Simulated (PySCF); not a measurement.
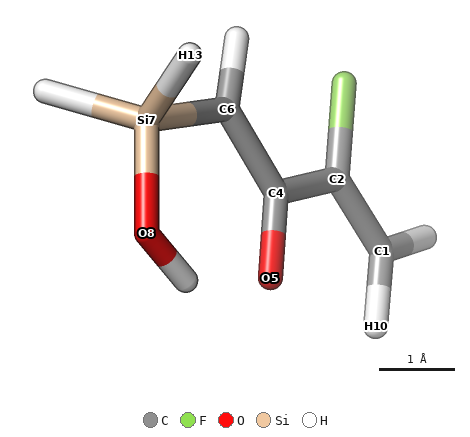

*The structure as given in the input (stick view, seen at a tilt; atoms are numbered from 1 in the order of the input).*

**EPR calculation of C$_{4}$H$_{6}$FO$_{2}$Si**

C$_{4}$H$_{6}$FO$_{2}$Si, multiplicity 2, SMILES C=C(F)C(=O)[CH][SiH2]O, computed with UKS B3LYP, pcH-1 on C F H O Si, non-relativistic, mean-field spin-orbit, GIAO (PySCF 2.14.0).

It belongs to a series of runs on one base structure; here: H removed from sp3 C.

What the program printed:
```
UKS, coarse grid
  cycle   1  E = -695.55916303  |g| = 8.61e-01
  cycle   2  E = -693.91932148  |g| = 2.05e+00
  cycle   3  E = -695.71943601  |g| = 4.65e-01
  cycle   4  E = -695.82084224  |g| = 1.09e-01
  cycle   5  E = -695.82473060  |g| = 5.30e-02
  cycle   6  E = -695.82598487  |g| = 2.43e-02
  cycle   7  E = -695.82629623  |g| = 1.05e-02
  cycle   8  E = -695.82640960  |g| = 6.68e-03
  cycle   9  E = -695.82645035  |g| = 2.93e-03
  cycle  10  E = -695.82646289  |g| = 1.65e-03
  cycle  11  E = -695.82646785  |g| = 1.06e-03
  cycle  12  E = -695.82646939  |g| = 4.87e-04
UKS, final grid
  cycle   1  E = -695.82649147  |g| = 7.18e-04
  cycle   2  E = -695.82649095  |g| = 1.36e-03
  cycle   3  E = -695.82649182  |g| = 1.94e-04
  cycle   4  E = -695.82649185  |g| = 1.02e-04
  cycle   5  E = -695.82649189  |g| = 1.03e-04
  cycle   6  E = -695.82649191  |g| = 1.84e-05
  cycle   7  E = -695.82649191  |g| = 1.38e-05
E = -695.82649191 Eh   <S^2> = 0.7641 (exact 0.7500)
g shifts (ppm)      1          2          3
  rmc          -181       -181       -181
  gc             -9         37         39
  oz_so          34       1995       5668
  total        -157       1851       5526
hyperfine (MHz)  atom isotope    a_iso     a_fc   dipolar eigenvalues
    0   13C      -0.81      -0.81     -0.88     -0.08      0.96
    1   13C      -1.42      -1.42     -1.06      0.39      0.67
    2   19F      -1.24      -1.18     -4.80      1.60      3.20
    3   13C     -37.08     -37.17    -10.90      2.26      8.64
    4   17O     -22.80     -22.21    -97.36     48.55     48.82
    5   13C      58.81      59.00    -59.33    -58.98    118.31
    6  29Si      34.77      34.82     -1.88     -0.17      2.05
    7   17O       1.22       1.21     -0.21     -0.05      0.26
    8    1H       0.02       0.03     -0.82     -0.64      1.46
    9    1H       0.05       0.05     -1.77     -1.62      3.40
   10    1H     -46.63     -46.61    -28.74     -1.53     30.27
   11    1H      54.44      54.44     -2.71     -1.50      4.21
   12    1H      54.27      54.27     -2.71     -1.51      4.21
   13    1H      -0.24      -0.24     -3.88     -2.09      5.98
```

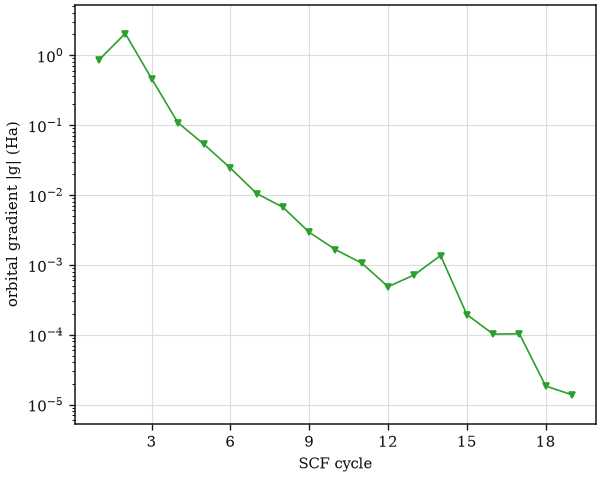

*Convergence of the self-consistent field: orbital gradient |g| against the SCF cycle.*

All cycles printed in the log are drawn one after another.

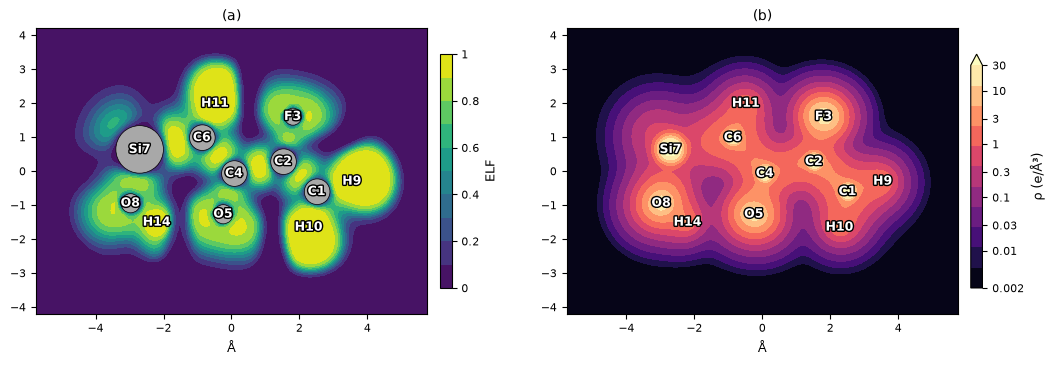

*(a) ELF; (b) electron density on the plane of atoms C2, C1 and H10. Grey discs, where drawn, cover atomic cores.*

The section cuts through C, F, O, Si and H sites. C–O (1.24 Å): ρ is about 3.1 e/Å³ halfway; the ELF peaks at about 0.85 between the atoms; a multiple bond by its length, whose ELF region spreads away from the axis. C–C (1.33 Å): ρ at the midpoint is about 2.4 e/Å³; the ELF peaks at about 0.95 between the atoms (a multiple bond by its length, whose ELF region spreads away from the axis). C–F (1.35 Å): ρ is about 2.2 e/Å³ halfway, with its minimum of 1.7 e/Å³ about 0.5 Å from C; the ELF peaks at about 0.85 between the atoms, which marks a polar covalent bond.

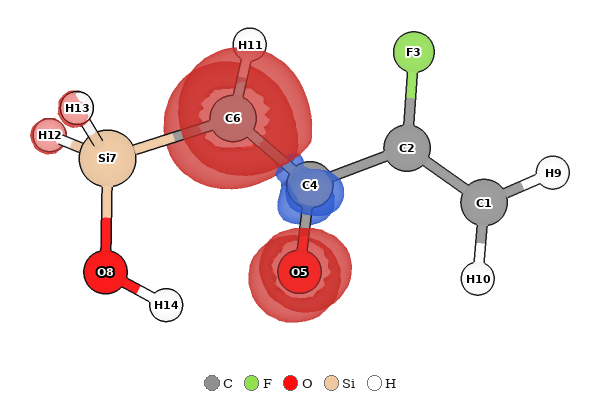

*Isosurfaces of the spin density (α minus β) at +0.03 (red) and −0.03 e/Å³ (blue), seen at a tilt.*

The unpaired spin (1 electron) lies mostly on C6 (about 0.5) and O5 (about 0.3), in electrons by Hirshfeld's partition.

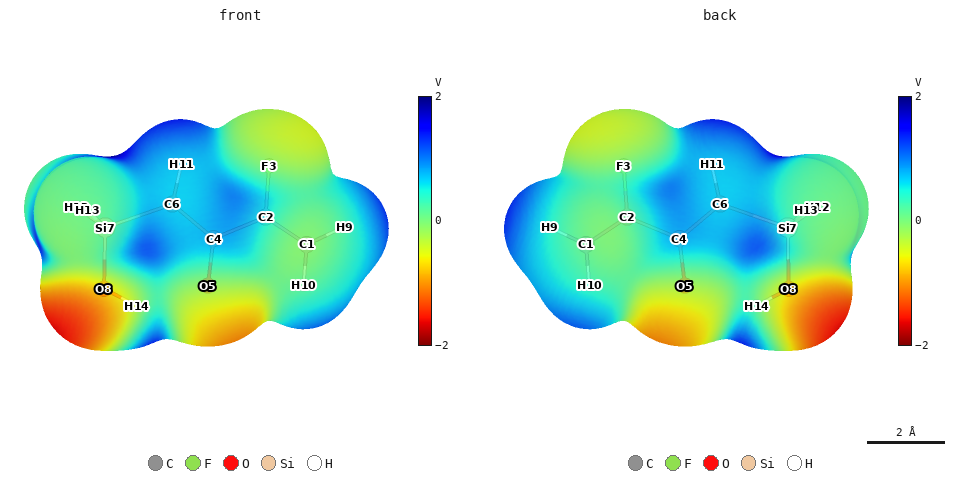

*The electrostatic potential painted on the density surface at 0.002 e/bohr³, seen at a tilt and from behind; the colour scale runs from red (negative) to blue (positive).*

This output came from the following input.

Input file:
```
{"job": {"kind": "epr", "basis": "pcH-1"}, "charge": 0, "multiplicity": 2}
C     -2.792567     0.800847    -0.126015
C     -1.788693     0.103539     0.390097
F     -2.023082    -0.777028     1.389983
C     -0.373822     0.201007    -0.058260
O     -0.077695     1.036053    -0.930107
C      0.574652    -0.679166     0.524387
Si     2.377621    -0.652700    -0.001254
O      2.606954     0.475801    -1.125947
H     -3.802164     0.688436     0.226721
H     -2.592421     1.496960    -0.919401
H      0.215822    -1.367783     1.272495
H      2.681185    -1.973904    -0.557574
H      3.167943    -0.332794     1.190086
H      1.825590     0.980258    -1.391961
```

The first line tells a small driver script what to run in PySCF; the rest is the geometry in Å.

Command:
```bash
OMP_NUM_THREADS=1 python <driver script> task.json out
```

Summary:

- outcome: converged
- total energy: −695.826492 hartree
- ⟨S²⟩: 0.764
- isotropic g: 2.0047
- hardware: 1 CPU thread, shared host
- wall time: 1.7 min
- peak memory: 1.1 GiB
